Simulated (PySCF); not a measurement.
## Electronic structure of C3H14BNSi in real space

The calculation's input:

```
{"job": {"kind": "nmr", "xc": "PBE0", "basis": "pcSseg-1"}, "charge": 0, "multiplicity": 1}
B     -0.380137     1.584543     0.220675
N     -0.531759    -0.020767    -0.049720
C     -0.732742    -0.712384     1.217773
C     -1.701295    -0.254117    -0.895468
C      0.660080    -0.539914    -0.724419
Si     2.368515    -0.141219     0.049287
H     -1.398183     1.947390     0.723991
H     -0.185367     2.094296    -0.839704
H      0.556114     1.705294     0.959558
H     -0.832748    -1.791726     1.063272
H      0.106805    -0.520428     1.878879
H     -1.633672    -0.332250     1.695009
H     -2.591720     0.120392    -0.394929
H     -1.587394     0.288675    -1.831214
H     -1.827448    -1.320847    -1.107504
H      0.553338    -1.627279    -0.839837
H      0.671666    -0.120689    -1.731924
H      2.828669     1.199389    -0.269139
H      2.396046    -0.433628     1.482470
H      3.256083    -1.114051    -0.610092
```

Command:

```sh
OMP_NUM_THREADS=1 python probes_run.py task.json out
```

Geometry: GFN2-xTB.

Theory: PBE0/pcSseg-1, SCF density, gas phase, non-relativistic (PySCF).

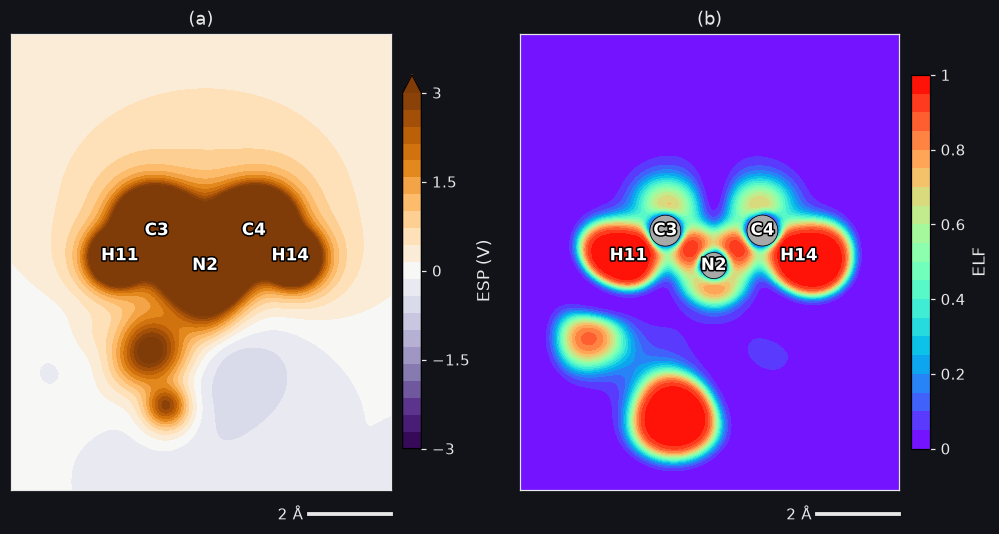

Figure 1. (a) molecular electrostatic potential; (b) electron localisation function on the plane of atoms N2, C4 and H14. Grey discs cover the atomic cores in the ELF map.

Question: What do the fields say about this system?

Answer:
- The plane passes through N, C and H nuclei.
- C–N (1.46 Å): the ELF peaks at about 0.95 between the atoms; localised, covalent bonding.
- C–H (1.09 Å): the ELF climbs to about 1 towards the hydrogen, as it does in any bond to H; a covalent bond by its length.
- Outside the dense part of the molecule the potential is most negative (−0.7 V) near H8, which lies off the plane.

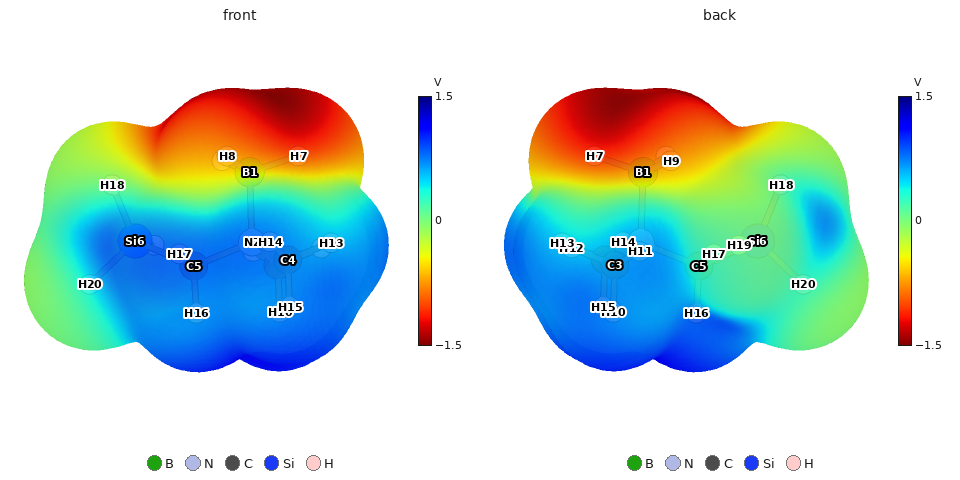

Figure 2. The electrostatic potential painted on the density surface at 0.001 e/bohr³, seen from the front and from behind; the colour scale runs from red (negative) to blue (positive).

Question: Where is the surface potential most negative and most positive?

Answer: The most negative region (about −1.5 V) lies over H7, the most positive (about +1.2 V) over H10, H15 and H16.

Question: How polar is the molecule by this calculation?

Answer: Its dipole moment is 4.67 D.
